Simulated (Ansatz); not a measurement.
Start from ZnCu2SnS4 (space group I-4, No. 82; a = 5.317 Å, c = 10.643 Å). Axes: x, y, z lie along a, b, c of the conventional cell.

Now apply this change: tensor shear ε_xz = +0.80 % (engineering shear γ = 0.0160), atoms relaxed at fixed cell.

Calculations: LDA (Ansatz, a quantum-chemistry and plane-wave program), spin-orbit coupling left out.

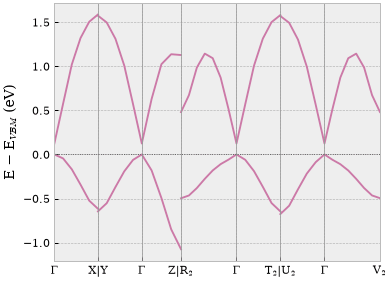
Figure. Highest valence and lowest conduction band along the path of the changed cell's own zone

The gap is 0.12 eV, direct at Γ; the base has 0.14 eV.

The cells carry an imposed strain or load. No phonon test of stability was made. All final runs are without spin polarisation. The zero or small gap of ZnCu2SnS4 can change with the level of theory. k-point labels follow each cell's own Brillouin zone.
